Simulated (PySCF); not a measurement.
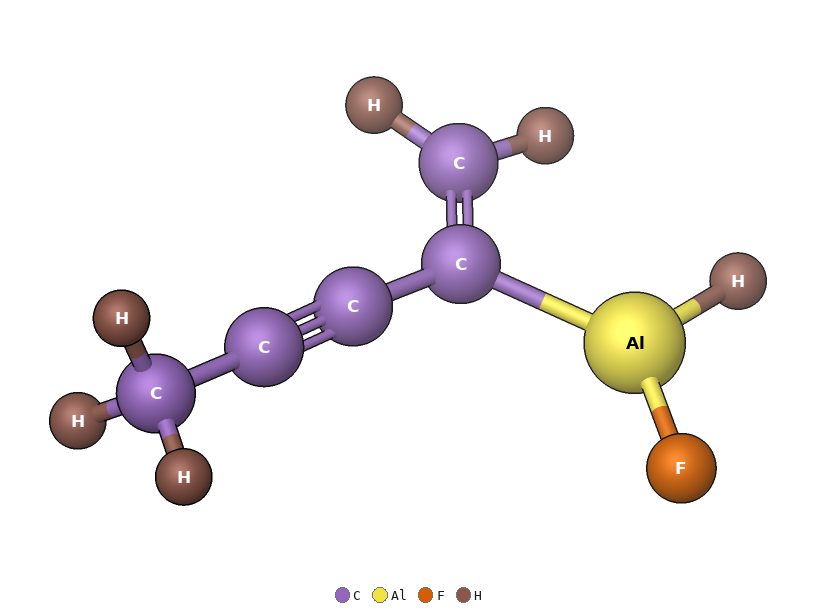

The geometry was computed by an optimisation with GFN2-xTB. No frequency run is at hand to confirm it as a minimum. Level of theory: PBE0/def2-SVPD, gas phase (PySCF 2.14.0). Excitations: vertical, linear response.

**Estimate the dipole moment.**

2.02 D.

**What is the brightest of the 8 lowest singlets?**

5.59 eV.

**What is the HOMO–LUMO gap?**

5.52 eV.

**Give the lowest vertical singlet excitation at this level.**

4.28 eV.

The geometry is semi-empirical. Around Al such bond lengths and angles can be off by a tenth of an ångström or more and by several degrees, and values that hang on the shape move with them.
